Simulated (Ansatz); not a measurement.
SnGeH₆

Input

```
crystal:
  lattice:
    - [3.69540439, 0.0, 0.0]
    - [0.0, 3.69540439, 0.0]
    - [0.0, 0.0, 7.28730853]
  atoms:
    - { symbol: Sn, position: [0.0, 0.0, 0.5] }
    - { symbol: Ge, position: [0.0, 0.0, 0.0] }
    - { symbol: H, position: [0.5, 0.5, 0.0] }
    - { symbol: H, position: [0.5, 0.5, 0.5] }
    - { symbol: H, position: [0.5, 0.0, 0.24691689] }
    - { symbol: H, position: [0.5, 0.0, 0.75308311] }
    - { symbol: H, position: [0.0, 0.5, 0.24691689] }
    - { symbol: H, position: [0.0, 0.5, 0.75308311] }
kpoints:
  mp_grid: { grid: [6, 6, 4] }
hamiltonian:
  xc: pbesol
scf:
  occupations: { method: fermi_dirac, width: 0.03 }
relax:
  f_tol: 0.01
  cell: {}
  max_steps: 120
output:
  write_density: true
  write_potential: true
  elf: true
  volumetric_format: npy
```

Launched as:

```sh
ansatz run input.yaml --threads 4 --pin off --max-ram 4608MiB --backend cpu --events-out ev --progress --plain --runs-dir out
```

Below, planes, directions and counts refer to the conventional cell (a = 3.26 Å, b = 3.26 Å, c = 6.06 Å, α = 90.00°, β = 90.00°, γ = 90.00°).

The fields are those of the run's last geometry, not of the input's.

Space group P4/mmm; a structure from a database of computed crystals, not necessarily the ambient phase; started from the TiAlNi6-123 prototype, which need not be the ambient phase.

Level of theory: DFT, PBEsol, plane waves, PAW (Ansatz 0.2.0).

Core electrons are frozen (PAW), and the valence fields are smoothed inside the atomic spheres.

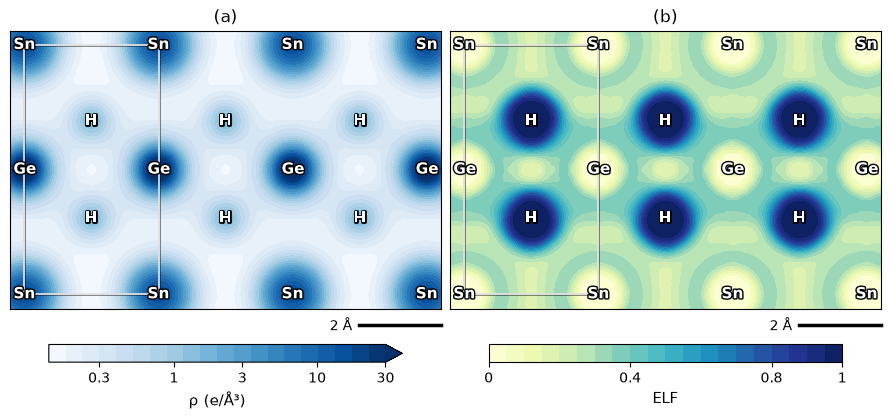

Figure 1. (a) valence electron density; (b) ELF on the (100) plane of the conventional cell.

Question: Interpret the plot.

Answer:
- The plane passes through Sn, Ge and H nuclei.
- Ge–H (2.02 Å): ρ at the midpoint is about 0.41 e/Å³; the ELF climbs to about 1 towards the hydrogen.
- Between the atoms the lowest density in this plane is 0.13 e/Å³.

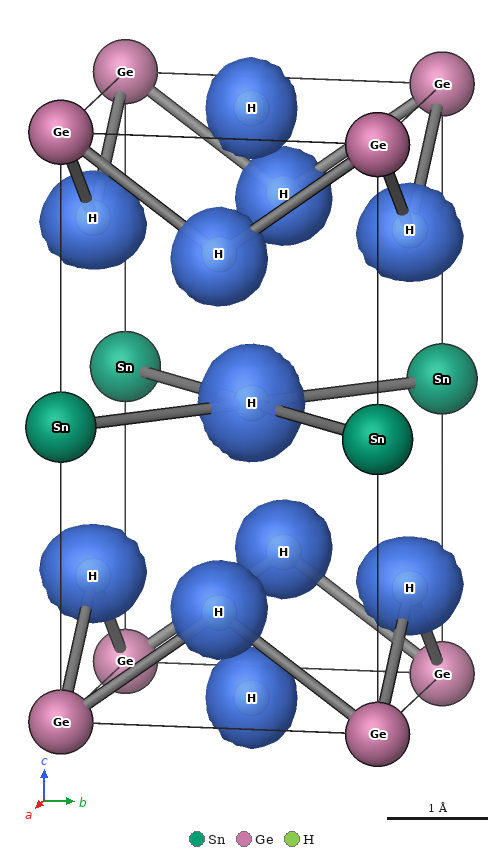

Figure 2. Isosurface of the electron localisation function at 0.9 (blue), seen slightly off an axis. Only the valence region is drawn (cores and ρ < 0.01 e/Å³ removed). Sticks mark near contacts.

Question: What do the ELF domains correspond to?

Answer: The ELF exceeds this value in six regions around hydrogen nuclei, counted in one cell of 8 atoms. Any copies at cell faces, edges or corners count once.


 Sn–H (2.30 Å): the ELF climbs to about 1 towards the hydrogen.
